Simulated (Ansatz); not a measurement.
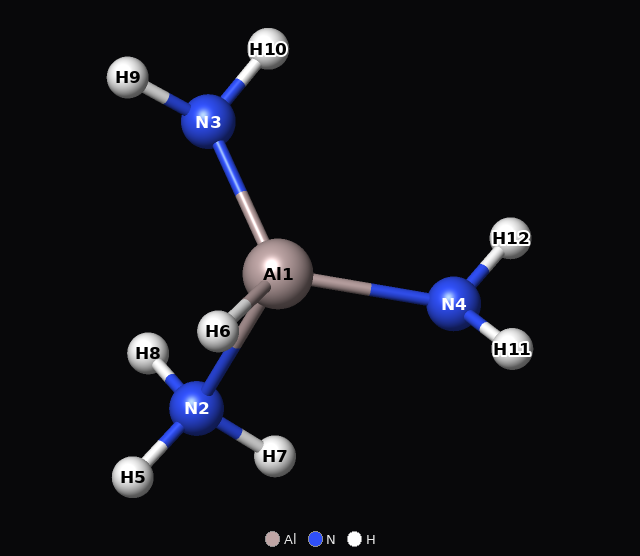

Sticks follow a distance rule. Harmonic vibrations computed with RKS PBE0-D4/def2-TZVP (Ansatz 0.2.0) at a stationary point of the same level.

### Is this a minimum or a saddle point?

A minimum: no imaginary frequency, and the lowest mode lies at 41 cm⁻¹.

### How many vibrational modes are there, and where do they lie?

30 modes: 41, 114, 137, 174, 203, 255, 372, 380, 437, 498, 548, 585, 661, 704, 709, 766, 818, 1171, 1568, 1578, 1643, 1660, 1844, 3477, 3584, 3587, 3603, 3620, 3666, 3670 cm⁻¹.
